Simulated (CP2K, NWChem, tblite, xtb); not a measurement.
## A ladder of methods for B2PH4F (SMILES BPBF)

B2PH4F has 8 atoms, charge 0, and is taken as a singlet. SMILES: `BPBF`. The shape is that of a GFN2-xTB optimisation. This is one conformer, not always the lowest.

```xyz
8

B    -0.1775    1.5795   -0.0878
P     0.7404    0.0434    0.1510
B    -0.2641   -1.4836    0.3022
F     0.1710   -2.6170   -0.2251
H     0.2698    2.4409   -0.7358
H    -1.1840    1.7172    0.4909
H     1.7193   -0.1578   -0.7935
H    -1.2750   -1.5226    0.8980
```

Quantity: the dipole moment, in D. The values are calculated.

```csv
level,kind,program,value (D),CPU time
IPEA1-xTB,semi-empirical,tblite,0.76,under 2 s
MNDO,semi-empirical,CP2K,1.68,under 2 s
PM3,semi-empirical,CP2K,1.81,under 2 s
GFN2-xTB,semi-empirical,xtb,0.90,under 2 s
HF/STO-3G,Hartree–Fock,NWChem,0.49,2.2 s
HF/3-21G,Hartree–Fock,NWChem,0.88,2.6 s
PBE/6-311G**,GGA,NWChem,0.46,21 s
B3LYP/6-31G* (spherical functions),global hybrid,NWChem,0.41,21 s
B3LYP/6-31G* (Cartesian functions),global hybrid,NWChem,0.41,22 s
```

The values span 0.41 to 1.81 D. Magnitudes only. Sets without polarisation functions give poor dipoles. Times are those of the runs behind each value, whatever else they computed, on shared processors of several kinds: orders of magnitude only.

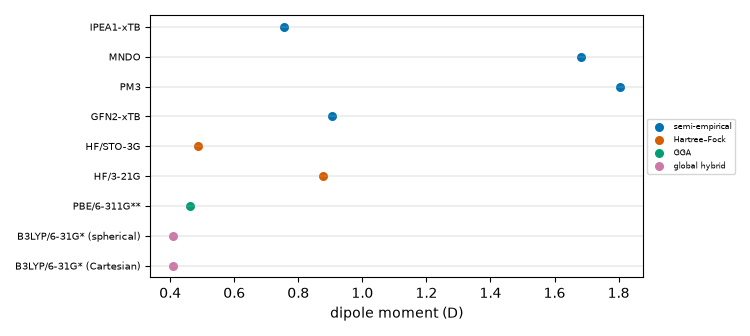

The values of the table, level by level.
